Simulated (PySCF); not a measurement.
## NMR shielding calculation, with input and output: C₇H₇O₂P

C₇H₇O₂P, computed with GIAO PBE0/pcSseg-1 NMR shielding, non-relativistic, gas phase (PySCF 2.14.0).

The geometry comes from this level: GFN2-xTB. It belongs to a series of runs on one base structure; here: H replaced by COOCH3. Figures and captions count atoms from 1; the log counts them from 0 in places.

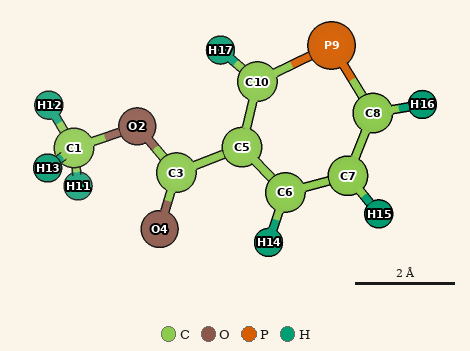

*The structure as given in the input (ball-and-stick view, seen at a tilt; atoms are numbered from 1 in the order of the input).*

## Input file
```
{"job": {"kind": "nmr", "xc": "PBE0", "basis": "pcSseg-1"}, "charge": 0, "multiplicity": 1}
C     -3.314126     0.269136    -0.083012
O     -1.929529     0.511606    -0.279065
C     -1.099977    -0.332438     0.351818
O     -1.491359    -1.241699     1.042154
C      0.337902    -0.028034     0.110283
C      1.260521    -0.864776     0.735313
C      2.627648    -0.701317     0.601681
C      3.200022     0.298754    -0.157423
P      2.333360     1.502356    -1.060691
C      0.704571     1.036834    -0.697168
H     -3.576719    -0.730084    -0.437185
H     -3.841249     1.029338    -0.653611
H     -3.563828     0.341141     0.977794
H      0.869633    -1.666737     1.344147
H      3.279324    -1.393588     1.119406
H      4.281002     0.350998    -0.204266
H     -0.084194     1.630539    -1.140250
```

The first line tells a small driver script what to run in PySCF; the rest is the geometry in Å.

Run on 1 CPU thread, shared host.

Run as:
```bash
OMP_NUM_THREADS=1 python <driver script> task.json out
```

## Log
```
coarse grid: 15744 points
cycle   1  E = -761.8606747993  dE =  1.835e+00  |g| = 8.797e-01  |ddm| = 4.190e+00
cycle   2  E = -761.5315259901  dE =  3.291e-01  |g| = 1.593e+00  |ddm| = 2.224e+00
cycle   3  E = -761.9932377160  dE = -4.617e-01  |g| = 2.713e-01  |ddm| = 1.696e+00
cycle   4  E = -762.0064719155  dE = -1.323e-02  |g| = 9.246e-02  |ddm| = 2.860e-01
cycle   5  E = -762.0079986033  dE = -1.527e-03  |g| = 1.975e-02  |ddm| = 7.978e-02
cycle   6  E = -762.0080749043  dE = -7.630e-05  |g| = 9.002e-03  |ddm| = 2.729e-02
cycle   7  E = -762.0080967458  dE = -2.184e-05  |g| = 2.849e-03  |ddm| = 1.255e-02
cycle   8  E = -762.0080988542  dE = -2.108e-06  |g| = 6.686e-04  |ddm| = 3.464e-03
final grid: 150408 points
cycle   9  E = -762.0897735356  dE = -2.241e-05  |g| = 1.387e-02  |ddm| = 4.169e-02
cycle  10  E = -762.0897085560  dE =  6.498e-05  |g| = 2.223e-02  |ddm| = 3.247e-02
cycle  11  E = -762.0898125642  dE = -1.040e-04  |g| = 2.453e-03  |ddm| = 2.275e-02
cycle  12  E = -762.0898138093  dE = -1.245e-06  |g| = 5.145e-04  |ddm| = 2.379e-03
cycle  13  E = -762.0898138587  dE = -4.945e-08  |g| = 1.960e-04  |ddm| = 6.482e-04
cycle  14  E = -762.0898138669  dE = -8.181e-09  |g| = 6.574e-05  |ddm| = 2.365e-04
cycle  15  E = -762.0898138679  dE = -1.044e-09  |g| = 2.192e-05  |ddm| = 8.399e-05
cycle  16  E = -762.0898138681  dE = -1.398e-10  |g| = 4.196e-06  |ddm| = 3.183e-05
```

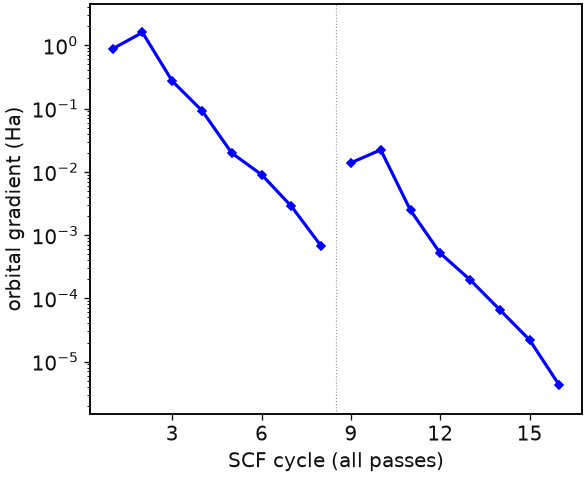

*Convergence of the self-consistent field: orbital gradient against the SCF cycle. The dotted line marks the change from a coarse to the final integration grid.*

The first 8 cycles use a coarse grid, the final grid takes over at cycle 9, and the field converges after 16 cycles in all.

```
converged SCF energy = -762.0898138681

GIAO shielding tensors (ppm)
atom      isotropic    diamagn.    paramagn.     s11        s22        s33       span
  0 C      132.236     241.466    -109.230    103.110    116.266    177.331     74.221
  1 O      155.150     402.961    -247.811    -33.172    243.826    254.795    287.967
  2 C       13.766     252.421    -238.655    -80.289     53.533     68.054    148.343
  3 O      -82.114     404.277    -486.391   -352.015   -232.052    337.724    689.738
  4 C       49.291     259.613    -210.322    -53.951     38.606    163.218    217.169
  5 C       49.248     250.698    -201.450    -53.459     17.835    183.368    236.827
  6 C       47.665     252.758    -205.092    -66.379     30.932    178.443    244.822
  7 C       16.312     264.809    -248.496   -155.424     21.305    183.057    338.481
  8 P       88.979     967.068    -878.089   -197.981    -54.810    519.728    717.709
  9 C       20.015     257.264    -237.249   -143.368     16.632    186.782    330.151
 10 H       27.448      27.709      -0.261     23.670     25.188     33.486      9.817
 11 H       27.661      27.412       0.249     23.450     26.425     33.108      9.657
 12 H       27.452      27.551      -0.098     23.674     25.189     33.494      9.820
 13 H       22.886      33.067     -10.180     17.967     22.637     28.056     10.089
 14 H       23.323      29.218      -5.894     18.966     24.035     26.969      8.003
 15 H       22.288      28.467      -6.179     19.129     20.644     27.090      7.961
 16 H       21.540      33.063     -11.523     17.512     18.102     29.005     11.493
```

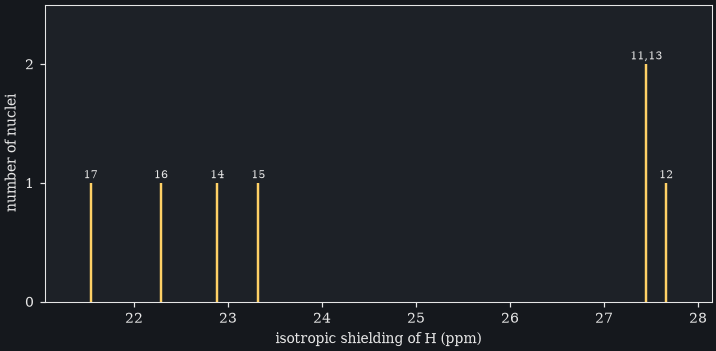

*Isotropic shieldings of the hydrogen nuclei in this fixed geometry, labelled by atom number; shielding grows to the right, so chemical shift grows to the left.*

The least shielded is H17 (21.5 ppm), the most shielded H12 (27.7 ppm).

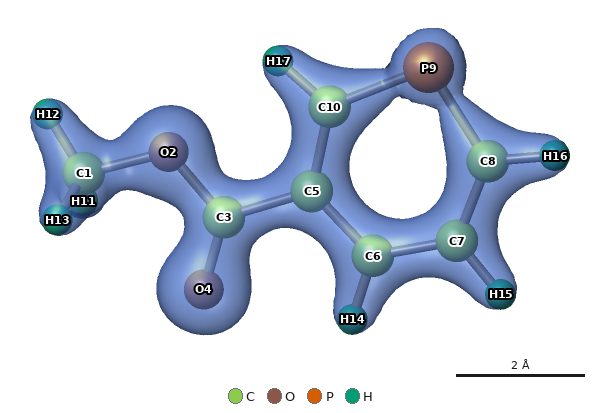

*Isosurface of the electron density at 1 e/Å³ (blue), seen at a tilt.*

At this value the surface is in one piece. On the grid the lowest density along these lines, outside the cores, is 2.9 e/Å³ (C–O, 1.21 Å), 2.1 e/Å³ (C–C, 1.38 Å), 1.1 e/Å³ (C–P, 1.73 Å) and 1.9 e/Å³ (C–H, 1.08 Å).

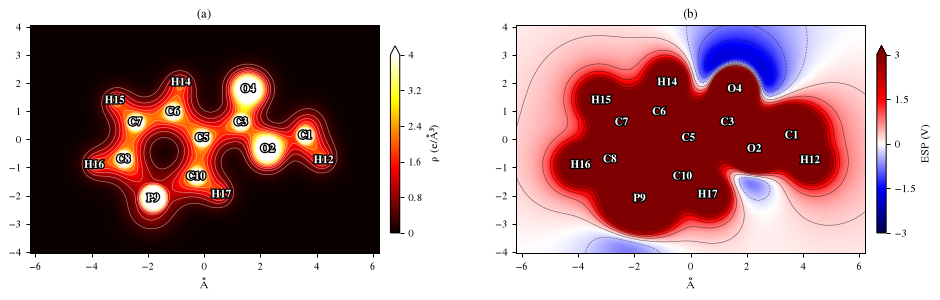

*(a) electron density; (b) electrostatic potential on the plane of atoms O4, C3 and C5.*

The section cuts through C, O, P and H sites. C–O (1.21 Å): ρ at the midpoint is about 3.3 e/Å³. C–C (1.38 Å): ρ at the midpoint is about 2.1 e/Å³. C–H (1.08 Å): ρ at the midpoint is about 2.1 e/Å³. C–O (1.34 Å): ρ at the midpoint is about 2.4 e/Å³.

## Key numbers

- outcome: converged
- total energy: −762.089814 hartree
- HOMO: −7.40 eV
- LUMO: −1.92 eV
- dipole moment: 0.51 D
- isotropic shielding, C: 13.8 to 132.2 ppm
- isotropic shielding, O: −82.1 to 155.2 ppm
- isotropic shielding, P: 89.0 ppm
- isotropic shielding, H: 21.5 to 27.7 ppm
- wall time: 45 s
- peak memory: 0.95 GiB
